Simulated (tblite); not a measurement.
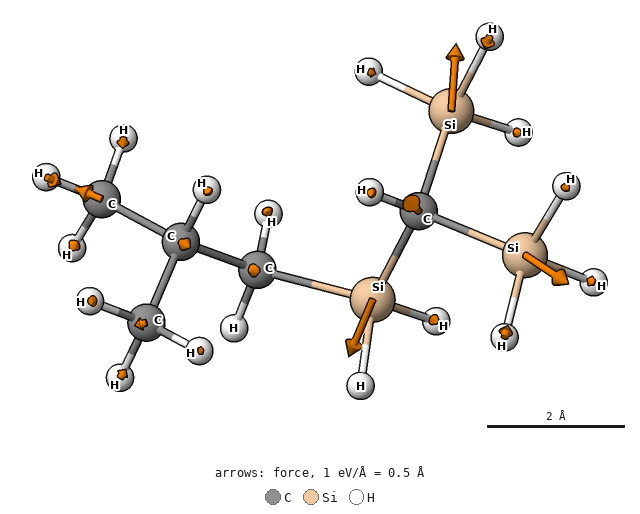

Starting geometry of C5H18Si3 with the computed forces as orange arrows. The picture is a ball-and-stick view, seen at a tilt.

Level of theory: GFN2-xTB geometry optimisation, gas phase (tblite 0.8.0). 

> What follows when this structure is relaxed?

It isn't relaxed: the largest force vector, on a Si atom, is 2.12 eV/Å. The final displacements have little in common with the starting forces (cosine between the two patterns 0.13). After 142 geometry steps the energy has fallen by 0.325 eV. An H atom moves most after the best rigid fit: 0.44 Å. By element the largest moves are H 0.44 Å, Si 0.28 Å, C 0.28 Å. Among the contacts that change: C–Si 1.829 → 1.905 Å, H–Si 1.497 → 1.466 Å, C–H 1.109 → 1.088 Å, H–Si 1.478 → 1.464 Å. Bond angles that change, for instance: Si–C–Si 106.5° → 112.0°, Si–C–H 111.7° → 107.1°, Si–C–H 111.2° → 106.5°. Cost: 2.8 s on 1 thread of Arm Neoverse N1, with other jobs on the host.
